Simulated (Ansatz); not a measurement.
# triplet [NO2]+ at 3 levels

Wanted: a comparison of 3 runs (UHF/3-21G, UHF/def2-TZVPPD, UBHLYP/def2-TZVPPD) of triplet [NO2]+. 

The calculation is run with Ansatz 0.2.0.

5 further runs of the same task are left out: 5 that didn't finish.

### Step 1. The structure to begin with

[NO2]+: 3 atoms, total charge +1, spin state triplet. As SMILES of the parent species, `O=[N+]=O`. Geometry: relaxed at PBE0-D4/def2-TZVP. That shape belongs to the parent species and isn't relaxed for this state.

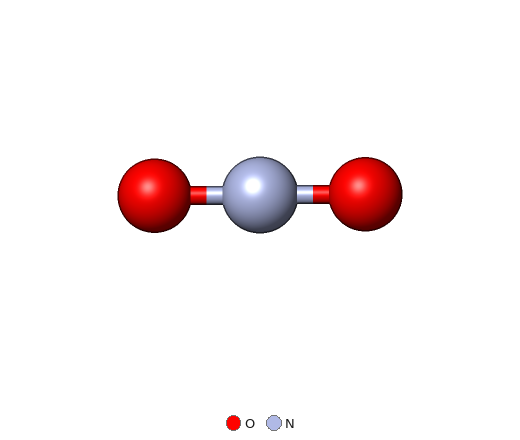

Viewed from a chosen angle; oxygen red, nitrogen light blue.

### Step 2. A single-point energy at UHF/3-21G (run 1)

in.yaml

```yaml
crystal:
  periodic: [false, false, false]
  atoms:
    - {symbol: O, position_ang: [-0.572980, 0.927020, -0.209580]}
    - {symbol: "N", position_ang: [-0.000010, -0.000010, -0.000000]}
    - {symbol: O, position_ang: [0.572990, -0.927010, 0.209580]}
basis:
  gaussian:
    orbitals: 3-21G.json
hamiltonian:
  xc: hf
output:
  orbitals: {seedname: orbitals}
total_charge: 1
magnetization:
  spin_polarized: true
  initial_magnetization: 2
accuracy: high
```

The basis set 3-21G is read from a file made from the Basis Set Exchange's data (not shown).

On the command line:

```
$ ansatz run in.yaml --threads 1 --pin off --max-ram 3480MiB --events-out events.jsonl --progress --plain --runs-dir runs
```

What it wrote:

```text
Warning: RAYON_NUM_THREADS=1 ignored (pool sized by the plan → 1); use --threads N
Functional definition: HF
  name "HF"
  exchange = exact_x
  correlation = 0
505 factors; integrals over basis functions are off by at most 6.5e-9 eV
mean field evaluation 1: about -5503.2095 eV, gradient 1.8e1 eV
mean field evaluation 2: about -5503.2258 eV, gradient 1.8e1 eV
mean field evaluation 4: about -5505.0628 eV, gradient 3.3e0 eV
mean field evaluation 8: about -5505.2731 eV, gradient 1.9e-1 eV
mean field evaluation 16: about -5505.3336 eV, gradient 6.2e-1 eV
mean field evaluation 32: about -5505.6533 eV, gradient 4.3e-4 eV
mean field evaluation 64: about -5505.6533 eV, gradient 2.3e-2 eV
mean field evaluation 96: about -5505.6533 eV, gradient 6.0e-4 eV
mean field evaluation 128: about -5505.6533 eV, gradient 6.0e-4 eV
mean field evaluation 160: about -5505.6533 eV, gradient 6.0e-4 eV
mean field evaluation 192: about -5505.6533 eV, gradient 6.0e-4 eV
mean field evaluation 224: about -5505.6533 eV, gradient 6.0e-4 eV
mean field evaluation 256: about -5505.6533 eV, gradient 4.6e-5 eV
mean field evaluation 288: about -5505.6533 eV, gradient 5.4e-7 eV
mean field evaluation 320: about -5505.1044 eV, gradient 6.0e0 eV
mean field evaluation 352: about -5505.2738 eV, gradient 6.6e-4 eV
mean field evaluation 384: about -5505.6533 eV, gradient 1.1e-5 eV
mean field evaluation 416: about -5505.6533 eV, gradient 2.3e-4 eV
mean field evaluation 448: about -5505.6533 eV, gradient 5.1e-4 eV
mean field evaluation 480: about -5505.6344 eV, gradient 1.3e-1 eV
mean field -5505.65326645 eV, -202.3290256763 hartree, gradient 5.1e-10 eV, S^2 2.011415; 5 other end points of the search recorded, 0 dependent functions left out
reference -5505.65326645 eV, -202.3290256763 hartree; 12, 10 occupied and 15, 17 virtual orbitals, 505 factors
Total energy: -5505.65326645 eV, -202.3290256763 hartree
```

It took 5.7 s on 1 thread of Arm Neoverse V2, shared host.

### Step 3. The energy at UHF/def2-TZVPPD (run 2)

molecule.yaml

```yaml
crystal:
  periodic: [false, false, false]
  atoms:
    - {symbol: O, position_ang: [-0.572980, 0.927020, -0.209580]}
    - {symbol: "N", position_ang: [-0.000010, -0.000010, -0.000000]}
    - {symbol: O, position_ang: [0.572990, -0.927010, 0.209580]}
basis:
  gaussian: {orbitals: def2-TZVPPD.json}
total_charge: 1
magnetization: {spin_polarized: true, initial_magnetization: 2}
hamiltonian: {xc: hf}
accuracy: high
output: {orbitals: {seedname: orbitals}}
```

The basis set def2-TZVPPD is read from a file made from the Basis Set Exchange's data (not shown).

On the command line:

```
$ ansatz run molecule.yaml --threads 1 --pin off --max-ram 3480MiB --events-out events.jsonl --progress --plain --runs-dir runs
```

What it wrote (excerpt; [...] marks lines left out):

```text
Warning: RAYON_NUM_THREADS=1 ignored (pool sized by the plan → 1); use --threads N
[... 2 set-up lines as earlier in the session ...]
[...]
1640 factors; integrals over basis functions are off by at most 3.6e-9 eV
[...]
mean field -5540.57814845 eV, -203.6124914169 hartree, gradient 4.6e-9 eV, S^2 2.019291; 7 other end points of the search recorded, 0 dependent functions left out
reference -5540.57814845 eV, -203.6124914169 hartree; 12, 10 occupied and 105, 107 virtual orbitals, 1640 factors
Total energy: -5540.57814845 eV, -203.6124914169 hartree
```

It took 2.5 min on 1 thread of Arm Neoverse V2, shared host; peak memory 0.29 GiB.

### Step 4. A single-point energy at UBHLYP/def2-TZVPPD (run 3)

run.yaml

```yaml
crystal:
  periodic: [false, false, false]
  atoms:
    - {symbol: O, position_ang: [-0.572980, 0.927020, -0.209580]}
    - {symbol: N, position_ang: [-0.000010, -0.000010, -0.000000]}
    - {symbol: O, position_ang: [0.572990, -0.927010, 0.209580]}
basis:
  gaussian:
    orbitals: def2-TZVPPD.json
total_charge: 1
magnetization:
  spin_polarized: true
  initial_magnetization: 2
hamiltonian:
  xc: {name: BHLYP}
accuracy: high
output: {orbitals: {seedname: orbitals}}
```

The basis set def2-TZVPPD is read from a file made from the Basis Set Exchange's data (not shown).

On the command line:

```
$ ansatz run run.yaml --threads 1 --pin off --max-ram 3480MiB --events-out events.jsonl --progress --plain --runs-dir runs
```

What it wrote (excerpt; [...] marks lines left out):

```text
Warning: RAYON_NUM_THREADS=1 ignored (pool sized by the plan → 1); use --threads N
Functional definition: BHLYP
  name "BHLYP"
[...]
1640 factors; integrals over basis functions are off by at most 3.6e-9 eV
[...]
mean field -5564.20232219 eV, -204.4806637886 hartree, gradient 5.7e-9 eV, S^2 2.009158; 6 other end points of the search recorded, 0 dependent functions left out
reference -5564.20234632 eV, -204.4806646755 hartree; 12, 10 occupied and 105, 107 virtual orbitals, 1640 factors
Total energy: -5564.20234632 eV, -204.4806646755 hartree
```

It took 3.3 min on 1 thread of Arm Neoverse V2, shared host; peak memory 0.38 GiB.

### Step 5. Overview of the runs

```tsv
run	level	energy (Eh)	HOMO energy (eV)	LUMO energy (eV)	⟨S²⟩	wall time
1	UHF/3-21G	-202.329026	-20.78	-10.27	2.011	5.7 s
2	UHF/def2-TZVPPD	-203.612491	-19.89	-10.12	2.019	2.5 min
3	UBHLYP/def2-TZVPPD	-204.480665	-16.70	-14.92	2.009	3.3 min
```

### Step 6. Results

```
                                 quantity          value
                      run 3: total energy  -204.48066 Eh
run 3: HOMO energy (highest over α and β)      -16.70 eV
 run 3: LUMO energy (lowest over α and β)      -14.92 eV
                              run 3: ⟨S²⟩          2.009
```

All runs together took 5.9 min, the longest 3.3 min.
